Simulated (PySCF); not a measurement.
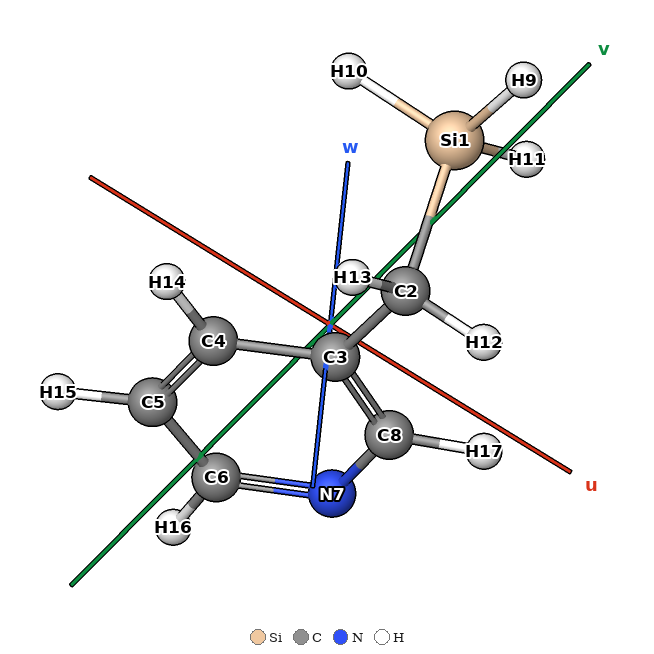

The lines u, v and w are the principal axes of the static dipole polarisability. The geometry was computed by an optimisation with GFN2-xTB. No frequency run is at hand to confirm it as a minimum. Method: PBE0/def2-SVPD (PySCF 2.14.0).

> Along which axis is the molecule most polarisable, and along which least?

Most along v (close to the long direction Si1···C6), least along w.

> Give the three principal values.

u 98.5, v 132.3, w 74.7 bohr³; mean 101.8, anisotropy 50.1 bohr³.

The geometry is semi-empirical. Around Si such bond lengths and angles can be off by a tenth of an ångström or more and by several degrees, and values that hang on the shape move with them.
